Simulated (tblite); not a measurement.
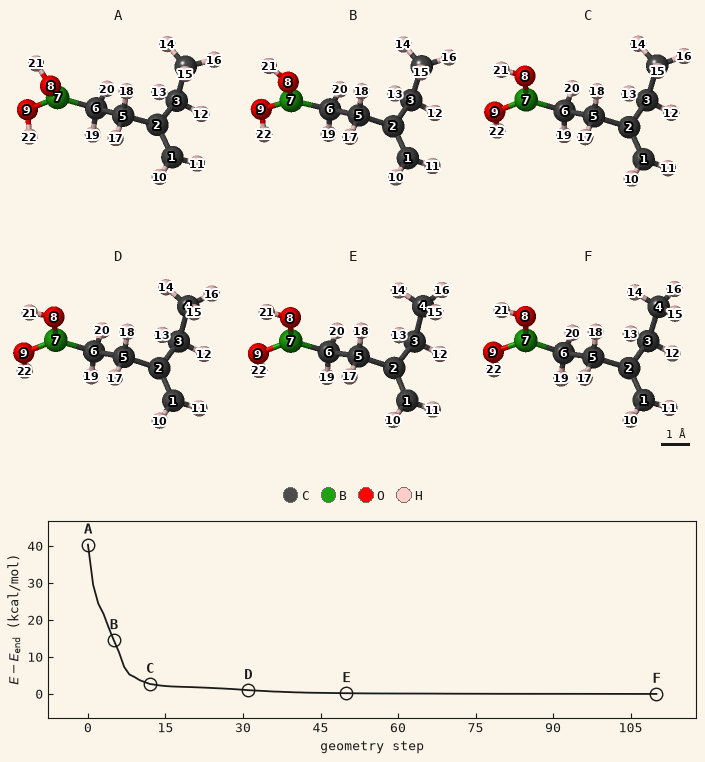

Frames of a relaxation of C6H13BO2, marked on the history of the run. A ball-and-stick model, seen face on.

Computed with GFN2-xTB geometry optimisation, gas phase (tblite). 

What happens along the run?

H15 moves most after the best rigid fit: 0.74 Å. By element the largest moves are H 0.74 Å, O 0.54 Å, C 0.17 Å, B 0.11 Å. Among the contacts that change: B7–O8 1.474 → 1.348 Å, B7–O9 1.478 → 1.363 Å, C4–H15 1.126 → 1.088 Å, O8–H21 0.996 → 0.958 Å. Among the angles between lasting bonds that change: B7–O9–H22 104.8° → 116.6°, C6–B7–O9 114.7° → 123.3°, C2–C5–C6 105.1° → 112.9°. Groups turn about B7–O9 by about 70°, B7–O8 by about 55°, C3–C4 by about 35°. Over 110 geometry steps the energy falls by 40.4 kcal/mol. From step 0 to 5: O8 moves most (0.27 Å), energy −25.8 kcal/mol. From step 5 to 12: O atoms move most (0.25 Å), energy −11.8 kcal/mol. From step 12 to 31: H15 moves most (0.24 Å), energy −1.66 kcal/mol. From step 31 to 50: H14 moves most (0.27 Å), energy −0.83 kcal/mol. From step 50 to 110: H14 moves most (0.21 Å), energy −0.20 kcal/mol.

| step | E − E(0), kcal/mol |
| --- | --- |
| 0 | 0.00 |
| 1 | -10.86 |
| 2 | -15.97 |
| 3 | -18.68 |
| 4 | -22.42 |
| 5 | -25.85 |
| 6 | -29.08 |
| 7 | -33.05 |
| 8 | -35.09 |
| 9 | -35.80 |
| 10 | -36.64 |
| 15 | -38.24 |
| 21 | -38.58 |
| 26 | -38.90 |
| 31 | -39.35 |
| 36 | -39.73 |
| 42 | -40.01 |
| 47 | -40.12 |
| 52 | -40.21 |
| 57 | -40.25 |
| 63 | -40.27 |
| 68 | -40.29 |
| 73 | -40.32 |
| 78 | -40.33 |
| 84 | -40.34 |
| 89 | -40.35 |
| 94 | -40.35 |
| 99 | -40.36 |
| 105 | -40.37 |
| 110 | -40.38 |
